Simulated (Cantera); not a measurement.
Input: 1 mol CH2F2, 0.037 mol HCl, 2.6 mol H2, held at 6.70 Pa.

Cantera equilibrium calculation (NASA polynomials, part measured and part estimated; ideal gas, pure solids and liquids). Candidate condensed phases: C, C6H6, C7H8, C8H18; 118 gas species. The numbers say what is thermodynamically allowed, not how fast it happens.

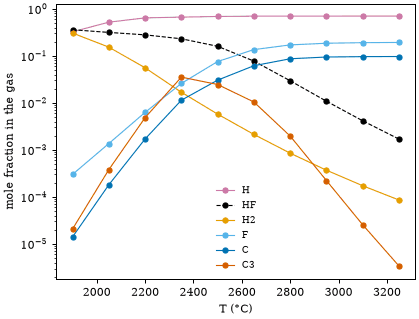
*Equilibrium gas composition (values under 1e-9 drawn at 1e-9)*

From 1900 °C to 2200 °C the condensed part is C(graphite). From 2350 °C to 3250 °C nothing is condensed. The main C-bearing gas is C2H2 (acetylene) at 1900 °C and C at 3250 °C.
